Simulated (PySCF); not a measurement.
**B⁺: excitation energies in aug-cc-pCVQZ-DK**

Wanted: the excitation energy of boron, up a ladder of methods.

Method: unrestricted determinants in a Gaussian basis, no spin-orbit coupling in the energies. Code: PySCF 2.14.0.

## (1) The atom as given

```
Element                                   : boron (Z = 5)
Basis                                     : aug-cc-pCVQZ-DK (9s8p6d4f2g, 109 functions)
Hamiltonian                               : the spin-free X2C one-electron Hamiltonian (Gaussian nucleus)
State 1                                   : B⁺: [He] 2s1 3d1, high-spin 3D determinant (an excited configuration)
State 2                                   : B⁺: [He] 2s1 2p1, high-spin 3P determinant (an excited configuration)
Needed too, but not shown                 : B⁺ [He] 2s2 (1S)
Methods                                   : UHF, LDA, PBE, PBE0, r2SCAN, wB97X-V, LC-wPBE, BLYP, MP2
Core shells frozen in the correlated runs : valence: 1s2; valence and next inner shell: nothing (for B⁺)
```

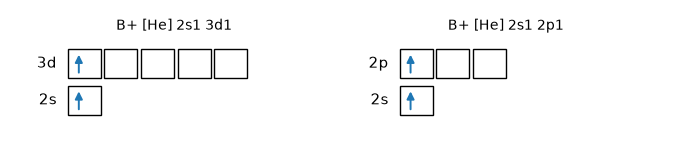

Occupation of the outer shells (arrows by Hund's rule).

The runs were made by one driver on top of PySCF. The scripts below sum up each run's settings (the driver also hands on starting orbitals that pick excited configurations, and frozen orbitals as a list rather than a count), and the logs come from the driver's own runs. The driver starts from symmetry-adapted Hartree-Fock orbitals, holds the occupation by maximum overlap and uses a logarithmic radial grid for functionals, so a plain start would take other cycles.

The integrals over 109 functions and the set-up took 1.8 s of CPU time.

## (2) B⁺ [He] 2s1 3d1

UHF:

File input.py:

```python
from pyscf import gto, scf, dft, mp, cc
import basis_set_exchange as bse
mol = gto.M(atom="B 0 0 0", charge=1, spin=2, symmetry="D2h",
            basis=gto.basis.parse(bse.get_basis("aug-cc-pCVQZ-DK", elements=["B"], fmt="nwchem")),
            nucmod="G")
mf = scf.UHF(mol).sfx2c1e()
mf.irrep_nelec = {'Ag': (2, 1), 'B1g': (1, 0)}
mf.kernel()
```

LDA:

input.py differs from the last one in:

```diff
@@ -5,3 +5,3 @@
             nucmod="G")
-mf = scf.UHF(mol).sfx2c1e()
+mf = dft.UKS(mol, xc="LDA,VWN").sfx2c1e()
 mf.irrep_nelec = {'Ag': (2, 1), 'B1g': (1, 0)}
```

PBE:

input.py differs from the last one in:

```diff
@@ -5,3 +5,3 @@
             nucmod="G")
-mf = dft.UKS(mol, xc="LDA,VWN").sfx2c1e()
+mf = dft.UKS(mol, xc="PBE").sfx2c1e()
 mf.irrep_nelec = {'Ag': (2, 1), 'B1g': (1, 0)}
```

PBE0:

input.py differs from the last one in:

```diff
@@ -5,3 +5,3 @@
             nucmod="G")
-mf = dft.UKS(mol, xc="PBE").sfx2c1e()
+mf = dft.UKS(mol, xc="PBE0").sfx2c1e()
 mf.irrep_nelec = {'Ag': (2, 1), 'B1g': (1, 0)}
```

r2SCAN:

input.py differs from the last one in:

```diff
@@ -5,3 +5,3 @@
             nucmod="G")
-mf = dft.UKS(mol, xc="PBE0").sfx2c1e()
+mf = dft.UKS(mol, xc="R2SCAN").sfx2c1e()
 mf.irrep_nelec = {'Ag': (2, 1), 'B1g': (1, 0)}
```

wB97X-V:

input.py differs from the last one in:

```diff
@@ -5,3 +5,3 @@
             nucmod="G")
-mf = dft.UKS(mol, xc="R2SCAN").sfx2c1e()
+mf = dft.UKS(mol, xc="WB97X_V").sfx2c1e()
 mf.irrep_nelec = {'Ag': (2, 1), 'B1g': (1, 0)}
```

LC-wPBE:

input.py differs from the last one in:

```diff
@@ -5,3 +5,3 @@
             nucmod="G")
-mf = dft.UKS(mol, xc="WB97X_V").sfx2c1e()
+mf = dft.UKS(mol, xc="LC_WPBE").sfx2c1e()
 mf.irrep_nelec = {'Ag': (2, 1), 'B1g': (1, 0)}
```

BLYP:

input.py differs from the last one in:

```diff
@@ -5,3 +5,3 @@
             nucmod="G")
-mf = dft.UKS(mol, xc="LC_WPBE").sfx2c1e()
+mf = dft.UKS(mol, xc="BLYP").sfx2c1e()
 mf.irrep_nelec = {'Ag': (2, 1), 'B1g': (1, 0)}
```

MP2 (valence):

input.py differs from the last one in:

```diff
@@ -5,4 +5,5 @@
             nucmod="G")
-mf = dft.UKS(mol, xc="BLYP").sfx2c1e()
+mf = scf.UHF(mol).sfx2c1e()
 mf.irrep_nelec = {'Ag': (2, 1), 'B1g': (1, 0)}
 mf.kernel()
+mp.UMP2(mf, frozen=1).kernel()
```

## (3) B⁺ [He] 2s1 3d1, continued

MP2 (valence and next inner shell):

Edit input.py of step 2 so:

```diff
@@ -8,2 +8,2 @@
 mf.kernel()
-mp.UMP2(mf, frozen=1).kernel()
+mp.UMP2(mf, frozen=0).kernel()
```

## (4) B⁺ [He] 2s1 2p1: the ladder of methods

UHF:

Edit input.py of step 3 so:

```diff
@@ -6,4 +6,3 @@
 mf = scf.UHF(mol).sfx2c1e()
-mf.irrep_nelec = {'Ag': (2, 1), 'B1g': (1, 0)}
+mf.irrep_nelec = {'Ag': (2, 1), 'B2u': (1, 0)}
 mf.kernel()
-mp.UMP2(mf, frozen=0).kernel()
```

LDA:

input.py differs from the last one in:

```diff
@@ -5,3 +5,3 @@
             nucmod="G")
-mf = scf.UHF(mol).sfx2c1e()
+mf = dft.UKS(mol, xc="LDA,VWN").sfx2c1e()
 mf.irrep_nelec = {'Ag': (2, 1), 'B2u': (1, 0)}
```

PBE:

input.py differs from the last one in:

```diff
@@ -5,3 +5,3 @@
             nucmod="G")
-mf = dft.UKS(mol, xc="LDA,VWN").sfx2c1e()
+mf = dft.UKS(mol, xc="PBE").sfx2c1e()
 mf.irrep_nelec = {'Ag': (2, 1), 'B2u': (1, 0)}
```

PBE0:

input.py differs from the last one in:

```diff
@@ -5,3 +5,3 @@
             nucmod="G")
-mf = dft.UKS(mol, xc="PBE").sfx2c1e()
+mf = dft.UKS(mol, xc="PBE0").sfx2c1e()
 mf.irrep_nelec = {'Ag': (2, 1), 'B2u': (1, 0)}
```

r2SCAN:

input.py differs from the last one in:

```diff
@@ -5,3 +5,3 @@
             nucmod="G")
-mf = dft.UKS(mol, xc="PBE0").sfx2c1e()
+mf = dft.UKS(mol, xc="R2SCAN").sfx2c1e()
 mf.irrep_nelec = {'Ag': (2, 1), 'B2u': (1, 0)}
```

wB97X-V:

input.py differs from the last one in:

```diff
@@ -5,3 +5,3 @@
             nucmod="G")
-mf = dft.UKS(mol, xc="R2SCAN").sfx2c1e()
+mf = dft.UKS(mol, xc="WB97X_V").sfx2c1e()
 mf.irrep_nelec = {'Ag': (2, 1), 'B2u': (1, 0)}
```

LC-wPBE:

input.py differs from the last one in:

```diff
@@ -5,3 +5,3 @@
             nucmod="G")
-mf = dft.UKS(mol, xc="WB97X_V").sfx2c1e()
+mf = dft.UKS(mol, xc="LC_WPBE").sfx2c1e()
 mf.irrep_nelec = {'Ag': (2, 1), 'B2u': (1, 0)}
```

BLYP:

input.py differs from the last one in:

```diff
@@ -5,3 +5,3 @@
             nucmod="G")
-mf = dft.UKS(mol, xc="LC_WPBE").sfx2c1e()
+mf = dft.UKS(mol, xc="BLYP").sfx2c1e()
 mf.irrep_nelec = {'Ag': (2, 1), 'B2u': (1, 0)}
```

MP2 (valence):

input.py differs from the last one in:

```diff
@@ -5,4 +5,5 @@
             nucmod="G")
-mf = dft.UKS(mol, xc="BLYP").sfx2c1e()
+mf = scf.UHF(mol).sfx2c1e()
 mf.irrep_nelec = {'Ag': (2, 1), 'B2u': (1, 0)}
 mf.kernel()
+mp.UMP2(mf, frozen=1).kernel()
```

## (5) B⁺ [He] 2s1 2p1, continued

MP2 (valence and next inner shell):

Edit input.py of step 4 so:

```diff
@@ -8,2 +8,2 @@
 mf.kernel()
-mp.UMP2(mf, frozen=1).kernel()
+mp.UMP2(mf, frozen=0).kernel()
```

Before running it: what results should come out?

**Answer**, as computed:

| quantity | value |
| --- | --- |
| excitation energy, B⁺ → [He] 2s1 3d1 | UHF 17.206, MP2 (valence and next inner shell) 18.206 eV |
| excitation energy, B⁺ → [He] 2s1 2p1 | UHF 3.140, MP2 (valence and next inner shell) 4.091 eV; reference 4.631 |

Each level's miss (mean over 1 difference):

```
                                method  mean absolute miss against the measured value (with the measured fine structure taken into account where it is known) (eV)
                                   UHF                                                                                                                       1.491
                                   LDA                                                                                                                       0.546
                                   PBE                                                                                                                       0.654
                                  PBE0                                                                                                                       0.692
                                r2SCAN                                                                                                                       1.012
                               wB97X-V                                                                                                                       0.402
                               LC-wPBE                                                                                                                       0.728
                                  BLYP                                                                                                                       0.509
                         MP2 (valence)                                                                                                                       0.542
                     SCS-MP2 (valence)                                                                                                                       0.271
    MP2 (valence and next inner shell)                                                                                                                       0.540
SCS-MP2 (valence and next inner shell)                                                                                                                       0.264
```

In words: Against experiment SCS-MP2 (valence and next inner shell) comes closest (off by 0.26 eV), level with SCS-MP2 (valence) and UHF is farthest (1.49 eV). PBE is off by -0.65 eV. The basis is finite, and no extrapolation was made.
